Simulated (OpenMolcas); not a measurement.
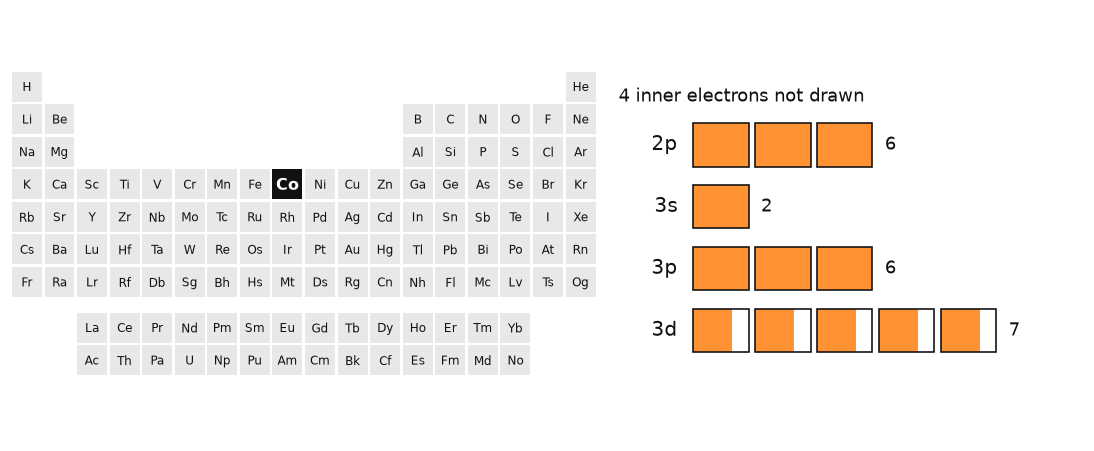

Left, the place of cobalt in the periodic table; right, the outer shells of the leading configuration of the lowest level: a box for each of the 2l + 1 orbitals, shaded by the share of the shell that is filled, with the electron count at the right.

Multiconfigurational calculation for Co²⁺ complex (part 1 of 2)

System: Co²⁺ with 6 ligands (Br; octahedron, 2.65 Å), neutralised by 6 outer point charges of +0.67 e, whose field is part of the energies.
Method: state-averaged CASSCF, active space 7 electrons in the shell 3d, basis ANO-RCC-VDZP on the metal and ANO-RCC-VDZP on the ligands, DKH2 scalar Hamiltonian, spin-orbit coupling by RASSI with atomic mean-field integrals (OpenMolcas).

**Results in brief**

- outcome: converged
- energy of the lowest spin-free term: −17019.44868 hartree
- energy of the lowest spin-orbit level: −17019.45195 hartree
- largest spread among components of a term: 0.0 cm⁻¹
- hardware: 1 thread of Intel Xeon (Sapphire Rapids), 192 GiB of memory available, shared host
- wall time: 72 s
- peak memory: 0.27 GiB

**Remarks**

Without dynamic correlation the splittings between terms come out too large, often by 20 to 50 %. Caveats: small active space favours high spin, ground spin may be wrong; covalent bonds, ligand orbitals missing from the active space; distances are set from ionic radii, not optimised.

**Input file**
```
&GATEWAY
Coord
7

Co 0.0 0.0 0.0
Br 2.650000 0.000000 0.000000
Br 0.000000 2.650000 0.000000
Br -2.650000 0.000000 0.000000
Br 0.000000 -2.650000 0.000000
Br 0.000000 0.000000 2.650000
Br 0.000000 0.000000 -2.650000
Basis=Co.ANO-RCC-VDZP,Br.ANO-RCC-VDZP
Group=XYZ
NoMove
AngMom=0.0 0.0 0.0
AMFI
RICD
XField
3 Angstrom 0
5.050000 0.000000 0.000000 0.666667
0.000000 5.050000 0.000000 0.666667
0.000000 0.000000 5.050000 0.666667
&SEWARD
&RASSCF
FileOrb=start.orb
Symmetry=1
Spin=4
nActEl=7 0 0
Inactive=57 60
Ras2=5 0
CIRoot=10 10 1
SDav=10
CIMx=300
Iter=150 100
PrWF=0.3
OrbListing=Nothing
MaxOrb=0
LevShft=1.0
>>> COPY $Project.JobIph JOB001
&RASSCF
FileOrb=start.orb
Symmetry=1
Spin=2
nActEl=7 0 0
Inactive=57 60
Ras2=5 0
CIRoot=40 40 1
SDav=40
CIMx=300
Iter=150 100
PrWF=0.3
OrbListing=Nothing
MaxOrb=0
LevShft=1.0
>>> COPY $Project.JobIph JOB002
&RASSI
NrOfJobIphs=2 10 40
1 2 3 4 5 6 7 8 9 10
1 2 3 4 5 6 7 8 9 10 11 12 13 14 15 16 17 18 19 20 21 22 23 24 25 26 27
28 29 30 31 32 33 34 35 36 37 38 39 40
IphNames
JOB001
JOB002
EJob
SpinOrbit
DIPRint=1.0
SOCoupling=1000.0
Subsets=2
Property=9
'ANGMOM' 1 'ANGMOM' 2 'ANGMOM' 3 'MLTPL  1' 1 'MLTPL  1' 2 'MLTPL  1' 3
'AMFI' 1 'AMFI' 2 'AMFI' 3
SOProperty=3
'ANGMOM' 1 'ANGMOM' 2 'ANGMOM' 3
```

The file start.orb holds starting orbitals from an earlier step. A driver script formed the levels outside the program, from RASSI's spin-orbit matrix and the active-space energies, averaged over the components of each term or state.

Command:
```bash
OMP_NUM_THREADS=1 MOLCAS_MEM=2457 MOLCAS_PROJECT=a pymolcas a.inp > a.log  # once for each step of the input, in one work folder
```

**Output (extracts)**
```
--- SEWARD ---
Basis set label: CO.ANO-RCC...5S4P2D1F.

      Electronic valence basis set:
      ------------------
      Associated Effective Charge  27.000000 au
      Associated Actual Charge     27.000000 au
      Nuclear Model: Point charge

      Shell  nPrim  nBasis  Cartesian Spherical Contaminant
         s      21       5        X
         p      15       4        X
         d      10       2                 X
         f       6       1                 X
                  Relativistic Douglas-Kroll-Hess integrals:
                    - DKH order of Hamiltonian: 2
                    - DKH order of Properties : 0
                  Atomic mean-field integrals
--- RASSCF ---
Wave function specifications:
      -----------------------------

      Number of closed shell electrons         234
      Number of electrons in active shells       7
      Max number of holes in RAS1 space          0
      Max nr of electrons in RAS3 space          0
      Number of inactive orbitals              117
      Number of active orbitals                  5
      Number of secondary orbitals              74
      Spin quantum number                      1.5
      State symmetry                             1
Orbital specifications:
      -----------------------

      Symmetry species                           1   2
                                                ag  au
      Frozen orbitals                            0   0
      Inactive orbitals                         57  60
      Active orbitals                            5   0
      RAS1 orbitals                              0   0
      RAS2 orbitals                              5   0
      RAS3 orbitals                              0   0
      Secondary orbitals                        34  40
      Deleted orbitals                           0   0
      Number of basis functions                 96 100
      Number of CSFs                            10
      Number of root(s) required                10
      Iter CI   SX   CI       RASSCF       Energy    max ROT     max BLB   max BLB  Level Ln srch  Step   QN
          iter iter root      energy       change     param      element    value   shift minimum  type update
 Nr of preliminary CI iterations:   1
      Total energies have been shifted. Add               -17000.00 au
        1   1   16    0   -19.06493912    0.00E+00  -4.17E-02   60  66 1  1.83E-01*  1.26   0.00    SX    NO
        2   1   16    0   -19.31319320   -2.48E-01* -2.91E-02    6  73 2  8.81E-02*  1.07   0.00    SX    NO
        3   1   15    0   -19.38405454   -7.09E-02* -1.78E-02   13  61 2  4.22E-02*  1.07   0.00    SX    NO
        4   1   15    0   -19.40429616   -2.02E-02* -8.23E-03   10  69 1 -2.44E-02*  1.04   0.00    SX    NO
        5   1   14    0   -19.41106416   -6.77E-03* -1.06E-02   10  69 1 -1.73E-02*  1.03   2.42    LS   YES
        6   1   14    0   -19.41459144   -3.53E-03* -3.93E-03    5  72 2 -1.55E-02*  1.02   1.11    QN   YES
        7   1   13    0   -19.41527189   -6.80E-04* -4.10E-03   10  69 1 -4.56E-03*  1.01   1.53    QN   YES
        8   1   12    0   -19.41561290   -3.41E-04* -1.49E-03    4  71 2  2.09E-03*  1.02   1.22    QN   YES
        9   1   11    0   -19.41565076   -3.79E-05*  6.37E-04    5  72 2  1.12E-03*  1.02   1.35    QN   YES
       10   1   10    0   -19.41565886   -8.10E-06*  2.02E-04   10  69 1 -3.11E-04*  1.02   1.34    QN   YES
       11   1    9    0   -19.41566030   -1.43E-06*  6.64E-05    4  71 2 -1.33E-04*  1.02   1.28    QN   YES
       12   1    8    0   -19.41566049   -1.98E-07* -4.05E-05    4  71 2 -6.26E-05   1.02   1.41    QN   YES
       13   1    7    0   -19.41566054   -4.83E-08*  1.96E-05   43  88 1  2.43E-05   1.02   1.45    QN   YES
       14   1    6    0   -19.41566055   -1.03E-08*  6.71E-06    4  71 2  1.36E-05   1.02   2.50    QN   YES
       15   1    6    0   -19.41566055   -9.42E-10   1.01E-05   10  63 1 -7.25E-06   1.02   2.50    LS   YES
      Convergence after 15 iterations
       16   1    6    0   -19.41566055    2.25E-09   1.01E-05   43  88 1 -1.16E-05   1.02   2.50    LS   YES
      Natural orbitals and occupation numbers for root  1
      sym 1:   1.844965   1.844965   1.155035   1.155035   1.000000
      Natural orbitals and occupation numbers for root  2
      sym 1:   1.845054   1.154946   1.154946   1.845054   1.000000
      Natural orbitals and occupation numbers for root  3
      sym 1:   1.155076   1.844924   1.000000   1.844924   1.155076
::    RASSCF root number  1 Total energy: -17019.44867835
::    RASSCF root number  2 Total energy: -17019.44867835
::    RASSCF root number  3 Total energy: -17019.44867835
::    RASSCF root number  4 Total energy: -17019.43760223
::    RASSCF root number  5 Total energy: -17019.43760223
::    RASSCF root number  6 Total energy: -17019.43760223
::    RASSCF root number  7 Total energy: -17019.42409112
::    RASSCF root number  8 Total energy: -17019.35789089
::    RASSCF root number  9 Total energy: -17019.35789089
::    RASSCF root number 10 Total energy: -17019.35789089
--- RASSCF ---
Wave function specifications:
      -----------------------------

      Number of closed shell electrons         234
      Number of electrons in active shells       7
      Max number of holes in RAS1 space          0
      Max nr of electrons in RAS3 space          0
      Number of inactive orbitals              117
      Number of active orbitals                  5
      Number of secondary orbitals              74
      Spin quantum number                      0.5
      State symmetry                             1
Orbital specifications:
      -----------------------

      Symmetry species                           1   2
                                                ag  au
      Frozen orbitals                            0   0
      Inactive orbitals                         57  60
      Active orbitals                            5   0
      RAS1 orbitals                              0   0
      RAS2 orbitals                              5   0
      RAS3 orbitals                              0   0
      Secondary orbitals                        34  40
      Deleted orbitals                           0   0
      Number of basis functions                 96 100
      Number of CSFs                            40
      Number of root(s) required                40
      Iter CI   SX   CI       RASSCF       Energy    max ROT     max BLB   max BLB  Level Ln srch  Step   QN
          iter iter root      energy       change     param      element    value   shift minimum  type update
 Nr of preliminary CI iterations:   1
      Total energies have been shifted. Add               -17000.00 au
        1   1    8    0   -19.29724928    0.00E+00  -9.38E-03   62  68 1 -1.54E-02*  1.04   0.00    SX    NO
        2   1    8    0   -19.29785122   -6.02E-04*  7.25E-03   34  71 2 -6.75E-03*  1.05   0.00    SX    NO
        3   1    8    0   -19.29803344   -1.82E-04* -4.15E-03   51  62 1 -2.67E-03*  1.05   0.00    SX    NO
        4   1    7    0   -19.29809946   -6.60E-05* -2.87E-03   51  62 1 -1.85E-03*  1.05   0.00    SX    NO
        5   1    7    0   -19.29812528   -2.58E-05* -4.25E-03   51  62 1 -1.14E-03*  1.05   2.50    LS   YES
        6   1    7    0   -19.29814002   -1.47E-05* -8.59E-04   34  71 2  1.52E-03*  1.04   1.03    QN   YES
        7   1    7    0   -19.29814293   -2.91E-06*  8.66E-05   62  68 1  4.60E-04*  1.05   0.83    QN   YES
        8   1    6    0   -19.29814322   -2.94E-07*  4.81E-05   49  63 1 -1.77E-04*  1.05   1.56    LS   YES
        9   1    6    0   -19.29814323   -4.21E-09   6.51E-05   36  73 2  1.63E-04*  1.05   0.49    QN   YES
       10   1    6    0   -19.29814329   -6.67E-08*  4.53E-05   49  63 1 -1.05E-04*  1.05   1.70    LS   YES
       11   1    6    0   -19.29814331   -1.44E-08*  3.68E-05   49  63 1 -6.67E-05   1.05   1.02    QN   YES
       12   1    5    0   -19.29814332   -8.76E-09   2.64E-05   49  63 1 -3.51E-05   1.05   2.50    QN   YES
      Convergence after 12 iterations
       13   1    5    0   -19.29814332   -9.68E-10   2.64E-05   49  63 1 -1.22E-05   1.05   2.50    QN   YES
      Natural orbitals and occupation numbers for root  1
      sym 1:   1.845724   1.782145   0.420703   1.845764   1.105665
      Natural orbitals and occupation numbers for root  2
      sym 1:   1.105665   1.866944   1.803364   1.803324   0.420703
      Natural orbitals and occupation numbers for root  3
      sym 1:   1.624220   1.622271   0.950116   1.352726   1.450667
::    RASSCF root number  1 Total energy: -17019.36767162
::    RASSCF root number  2 Total energy: -17019.36767162
::    RASSCF root number  3 Total energy: -17019.36232677
::    RASSCF root number  4 Total energy: -17019.36232677
::    RASSCF root number  5 Total energy: -17019.36232677
::    RASSCF root number  6 Total energy: -17019.36038288
::    RASSCF root number  7 Total energy: -17019.36038288
::    RASSCF root number  8 Total energy: -17019.36038288
::    RASSCF root number  9 Total energy: -17019.35476820
::    RASSCF root number 10 Total energy: -17019.33716720
::    RASSCF root number 11 Total energy: -17019.33716720
::    RASSCF root number 12 Total energy: -17019.33716720
::    RASSCF root number 13 Total energy: -17019.33248998
::    RASSCF root number 14 Total energy: -17019.33248998
::    RASSCF root number 15 Total energy: -17019.33248998
::    RASSCF root number 16 Total energy: -17019.33208489
::    RASSCF root number 17 Total energy: -17019.33208489
::    RASSCF root number 18 Total energy: -17019.33208489
::    RASSCF root number 19 Total energy: -17019.32775390
::    RASSCF root number 20 Total energy: -17019.32775390
::    RASSCF root number 21 Total energy: -17019.32059486
::    RASSCF root number 22 Total energy: -17019.32059486
::    RASSCF root number 23 Total energy: -17019.32059486
::    RASSCF root number 24 Total energy: -17019.31866489
::    RASSCF root number 25 Total energy: -17019.31866489
::    RASSCF root number 26 Total energy: -17019.31654522
::    RASSCF root number 27 Total energy: -17019.31654522
::    RASSCF root number 28 Total energy: -17019.31654522
::    RASSCF root number 29 Total energy: -17019.25067298
::    RASSCF root number 30 Total energy: -17019.25067298
```

(Continued in part 2.)
